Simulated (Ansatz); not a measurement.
```yaml
crystal:
  lattice:
    - [4.35314, 0.00000, 0.00000]
    - [-2.17657, 3.76993, 0.00000]
    - [0.00000, 0.00000, 53.34899]
  atoms:
    - { symbol: Sn, position: [0.66667, 0.33333, 0.03229] }
    - { symbol: Sn, position: [0.33333, 0.66667, 0.36563] }
    - { symbol: Sn, position: [0.00000, 0.00000, 0.69896] }
    - { symbol: Sn, position: [0.00000, 0.00000, 0.30104] }
    - { symbol: Sn, position: [0.66667, 0.33333, 0.63437] }
    - { symbol: Sn, position: [0.33333, 0.66667, 0.96771] }
    - { symbol: Pb, position: [0.00000, 0.00000, 0.09866] }
    - { symbol: Pb, position: [0.66667, 0.33333, 0.43200] }
    - { symbol: Pb, position: [0.33333, 0.66667, 0.76533] }
    - { symbol: Pb, position: [0.66667, 0.33333, 0.23467] }
    - { symbol: Pb, position: [0.33333, 0.66667, 0.56800] }
    - { symbol: Pb, position: [0.00000, 0.00000, 0.90134] }
    - { symbol: Pb, position: [0.33333, 0.66667, 0.16667] }
    - { symbol: Pb, position: [0.00000, 0.00000, 0.50000] }
    - { symbol: Pb, position: [0.66667, 0.33333, 0.83333] }
    - { symbol: Se, position: [0.33333, 0.66667, 0.06440] }
    - { symbol: Se, position: [0.00000, 0.00000, 0.39774] }
    - { symbol: Se, position: [0.66667, 0.33333, 0.73107] }
    - { symbol: Se, position: [0.00000, 0.00000, 0.00000] }
    - { symbol: Se, position: [0.66667, 0.33333, 0.33333] }
    - { symbol: Se, position: [0.33333, 0.66667, 0.66667] }
    - { symbol: Se, position: [0.33333, 0.66667, 0.26893] }
    - { symbol: Se, position: [0.00000, 0.00000, 0.60226] }
    - { symbol: Se, position: [0.66667, 0.33333, 0.93560] }
    - { symbol: Se, position: [0.00000, 0.00000, 0.20069] }
    - { symbol: Se, position: [0.66667, 0.33333, 0.53403] }
    - { symbol: Se, position: [0.33333, 0.66667, 0.86736] }
    - { symbol: Se, position: [0.66667, 0.33333, 0.13264] }
    - { symbol: Se, position: [0.33333, 0.66667, 0.46597] }
    - { symbol: Se, position: [0.00000, 0.00000, 0.79931] }
```

Space group R-3m; a structure generated by program, which may or may not match a known phase.

Level of theory: Ansatz, DFT r2SCAN, scalar-relativistic, plane waves, PAW.

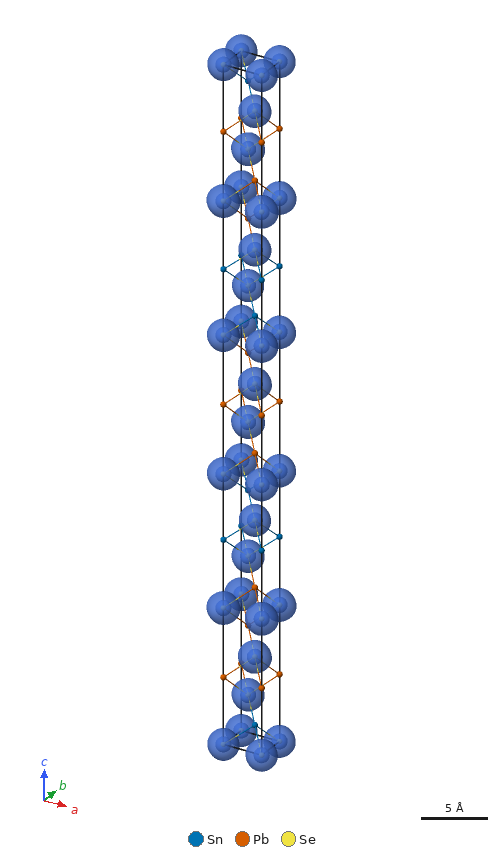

Sn2Pb3Se5. Isosurface of the ELF at 0.7 (blue), seen slightly off an axis. Core shells and regions of very low density are left out. Sticks mark near contacts.

In a PAW calculation such maps are meaningful between the atoms, not at the nuclei.

Q: Describe the localisation domains.

A: The ELF exceeds this value in 15 regions wrapped around Se (the valence shell of each), counted in one cell of 30 atoms. Any copies at cell faces, edges or corners count once. Along the contacts the grid gives the following. Sn–Se (3.04 Å): the ELF is about 0.40 at the midpoint. Pb–Se (3.10 Å): the ELF is about 0.30 at the midpoint.

Q: Which way does charge flow, and how much by Bader's partition?

A: Electrons move from Sn and Pb towards Se. Bader charges: Sn +0.94, Pb +0.95 and Se −0.95 e.
